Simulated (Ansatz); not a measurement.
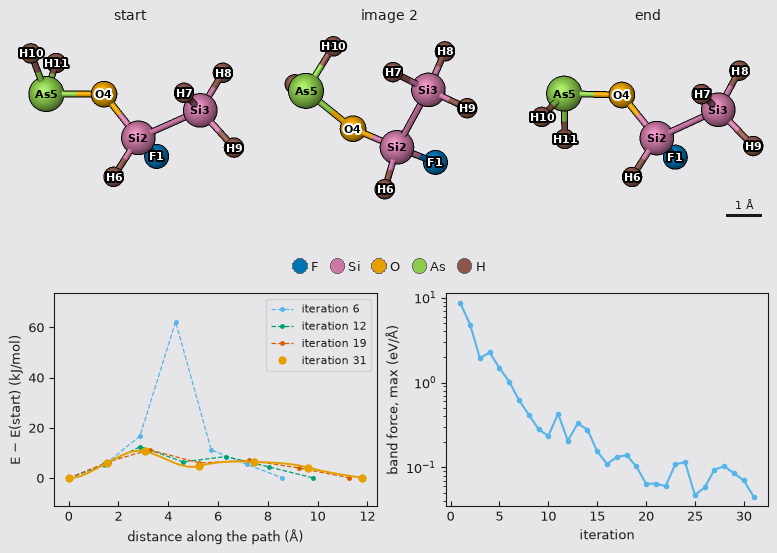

A search for the minimum-energy path of Si2AsH6OF by the nudged elastic band. Images are numbered from 0 (start) to 6 (end). The plot follows the band through its iterations. Style: ball-and-stick. Shown at a tilt.

These are results of RKS PBE0/def2-SVP (Ansatz), not measurements. Set-up: 5 movable images; climbing image; force threshold 0.05 eV/Å; iteration limit 60; starting path through a guess of the saddle point.

Did the band converge, and can the barrier be trusted?

The run is converged, with reservations. The band converged in 31 iterations. The largest component of the band force went from 8.6 to 0.045 eV/Å. The climbing image converged on the top of the path. Its vibrational analysis gives one imaginary mode (60i cm⁻¹), as a transition state must have. The first iteration put the highest image at 378.9 kJ/mol. The barrier is about 10.7 kJ/mol in both directions, with image 2 at the top; the ends have nearly the same energy. The profile has 2 maxima (images 2, 4) with a dip at image 3 (+4.9 kJ/mol), so the process runs in steps.
